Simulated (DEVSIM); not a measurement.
Structure: abrupt Si n-p junction, at 350 K.

| layer (left to right) | material | thickness (μm) | Nd (cm⁻³) | Na (cm⁻³) | τn (s) | τp (s) |
|---|---|---|---|---|---|---|
| 1 | Si | 5.10 | 1.9e16 | - | 0.00045 | 0.00045 |
| 2 | Si | 7.70 | - | 9e16 | 0.00045 | 0.00045 |

Left contact: ohmic. Right contact: ohmic. Voltage is applied to the left contact. Recombination: SRH at mid-gap. Mobility is μmin + (μ − μmin)/(1 + (N/Nref)^α).

The device is made up for the run: typed textbook-type constants, with dimensions and the other settings drawn at random. Values at 300 K; Nc and Nv go as T^1.5, mobilities as T to minus their exponent, the gap by Varshni's rule with the affinity fixed.

| parameter | Si |
|---|---|
| gap (eV) | 1.124 |
| affinity (eV) | 4.05 |
| permittivity | 11.7 |
| Nc (cm⁻³) | 2.86e19 |
| Nv (cm⁻³) | 3.1e19 |
| μn (cm²/Vs) | 1417 |
| μp (cm²/Vs) | 470 |
| μn,min | 52 |
| μp,min | 45 |
| Nref,n | 9.7e16 |
| Nref,p | 2.2e17 |
| αn | 0.68 |
| αp | 0.72 |
| T exponent of μn | 2.3 |
| T exponent of μp | 2.2 |
| Varshni α (eV/K) | 0.000473 |
| Varshni β (K) | 636 |

DEVSIM, 1D drift-diffusion, Boltzmann statistics, complete ionisation; no tunnelling, impact ionisation, image-force lowering or self-heating.

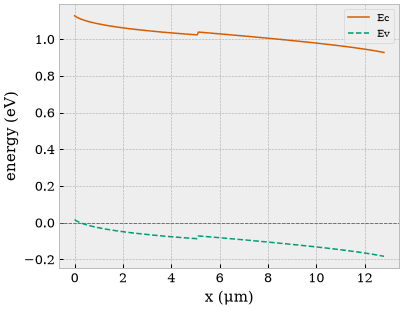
Fig. 1. Band edges at -0.9 V on the left contact

Energies count from the Fermi level of the right contact; mesh points crowd at the junctions.

| x (μm) | Ec (eV) | Ev (eV) | n (cm⁻³) | p (cm⁻³) | field (V/cm) |
|---|---|---|---|---|---|
| 0.000 | 1.128 | 0.017 | 1.9e16 | 7500000 | -890 |
| 0.03241 | 1.125 | 0.014 | 2.0e16 | 1.3e15 | -850 |
| 0.1082 | 1.119 | 0.008 | 2.3e16 | 4.1e15 | -710 |
| 0.2853 | 1.109 | -0.002 | 2.8e16 | 9.4e15 | -500 |
| 0.9358 | 1.085 | -0.026 | 4.3e16 | 2.4e16 | -280 |
| 2.220 | 1.058 | -0.053 | 6.7e16 | 4.8e16 | -160 |
| 3.830 | 1.036 | -0.074 | 9.3e16 | 7.4e16 | -110 |
| 4.707 | 1.027 | -0.084 | 1.1e17 | 8.7e16 | -98 |
| 4.946 | 1.025 | -0.086 | 1.1e17 | 9.1e16 | -94 |
| 5.048 | 1.024 | -0.087 | 1.1e17 | 9.2e16 | -52 |
| 5.092 | 1.027 | -0.084 | 1.0e17 | 1.0e17 | 3400 |
| 5.133 | 1.038 | -0.072 | 6.7e16 | 1.6e17 | 150 |
| 5.209 | 1.038 | -0.073 | 6.6e16 | 1.6e17 | -110 |
| 5.387 | 1.036 | -0.075 | 6.6e16 | 1.6e17 | -110 |
| 6.044 | 1.028 | -0.082 | 6.3e16 | 1.5e17 | -110 |
| 7.346 | 1.013 | -0.097 | 5.7e16 | 1.5e17 | -120 |
| 9.908 | 0.980 | -0.131 | 4.1e16 | 1.3e17 | -140 |
| 11.58 | 0.954 | -0.157 | 2.3e16 | 1.1e17 | -180 |
| 12.43 | 0.937 | -0.174 | 9.0e15 | 9.9e16 | -230 |
| 12.65 | 0.931 | -0.179 | 3.8e15 | 9.4e16 | -250 |
| 12.75 | 0.929 | -0.182 | 1.3e15 | 9.1e16 | -260 |
| 12.80 | 0.928 | -0.183 | 1600000 | 9.0e16 | -270 |
